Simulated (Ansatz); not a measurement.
C₃H₅AlCl₂

The calculation's input:

```
crystal:
  periodic: [false, false, false]
  atoms:
    - {symbol: C, position_ang: [1.241128, -0.553350, -0.676559]}
    - {symbol: C, position_ang: [-0.037353, -0.875063, -0.407565]}
    - {symbol: C, position_ang: [-0.740009, -0.585738, 0.869424]}
    - {symbol: Al, position_ang: [-0.535915, 1.261364, 0.291180]}
    - {symbol: Cl, position_ang: [0.888830, 2.499700, 1.197412]}
    - {symbol: Cl, position_ang: [-1.800952, 2.102088, -1.148023]}
    - {symbol: H, position_ang: [1.920342, -0.208060, 0.097685]}
    - {symbol: H, position_ang: [1.649478, -0.677690, -1.671037]}
    - {symbol: H, position_ang: [-0.657182, -1.214827, -1.235181]}
    - {symbol: H, position_ang: [-0.136911, -0.773870, 1.757861]}
    - {symbol: H, position_ang: [-1.726158, -1.031455, 0.945403]}
basis:
  gaussian: {orbitals: def2-TZVPP}
hamiltonian: {xc: pbe0, dispersion: d4}
output: {orbitals: {seedname: orbitals}}
```

Launched as:

```sh
ansatz run in.yaml --threads 4 --pin off --events-out ev --progress --plain --max-ram 10444MiB
```

Geometry: PBE0-D4/def2-TZVP.

These are results of RKS PBE0-D4/def2-TZVPP in Ansatz 0.2.0, not measurements.

### Predict the electron density and electron localisation function between the atoms.

C–C (1.35 Å): ρ at the midpoint is about 2.3 e/Å³; the ELF peaks at about 0.90 between the atoms, as expected for localised, covalent bonding.
C–H (1.08 Å): ρ at the midpoint is about 2.1 e/Å³; the ELF climbs to about 1 towards the hydrogen, as it does in any bond to H: an ordinary covalent bond to hydrogen.
C–C (1.49 Å): ρ is about 1.8 e/Å³ halfway; the ELF peaks at about 0.95 between the atoms, as expected for a shared electron pair.

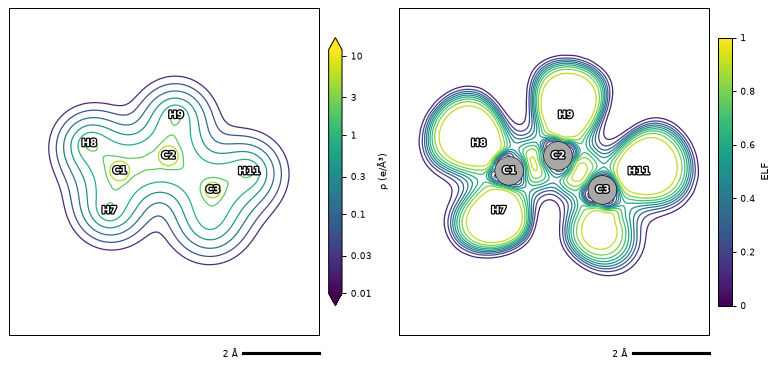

Computed electron density and electron localisation function on the plane of atoms C2, C1 and H8, in this order. Grey discs cover the atomic cores in the ELF map. 
